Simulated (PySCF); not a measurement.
# Cl2O2S (Sulfuryl chloride): the cost of one run

Computed with PySCF 2.14.0, with density-fitted response routines of our own, on a single molecule, in the gas phase or a continuum. Atoms count from 0, in the outputs and in this text.

### 1 Starting geometry

5 atoms, charge 0, multiplicity 1; geometry from: GFN2-xTB. The atoms were then displaced at random by about 0.01 Å, so the start is not that level's minimum.

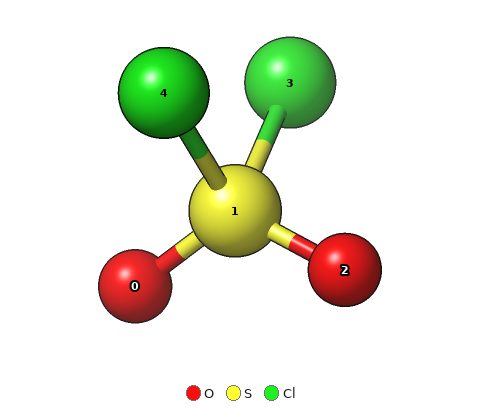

The starting geometry (oxygen red, sulfur yellow, chlorine green), atoms numbered.

### 2 Optimising the geometry at PBE0-D3(BJ)/def2-TZVP

The job: settings as JSON, then the geometry in Å.

```
{"job": {"xc": "PBE0", "basis": "def2-TZVP", "d3": "d3bj", "grid": 2, "shake": 0.01, "kind": "geom"}, "charge": 0, "multiplicity": 1}
O      0.023300    -0.996750    -1.205540
S     -0.009280    -0.241330     0.000970
O     -0.060050    -0.905960     1.245280
Cl     1.632120     1.026730    -0.006620
Cl    -1.552510     1.083340    -0.071990
```

Started as:

```bash
> OMP_NUM_THREADS=2 python probes_run.py task.json out
```

One launch serves the whole session: the jobs run in the order shown.

Q: Estimate the wall time and peak memory of this first job on 2 threads of Intel Xeon Platinum 8488C, shared host.

About 28 s, with a peak of 0.71 GiB.
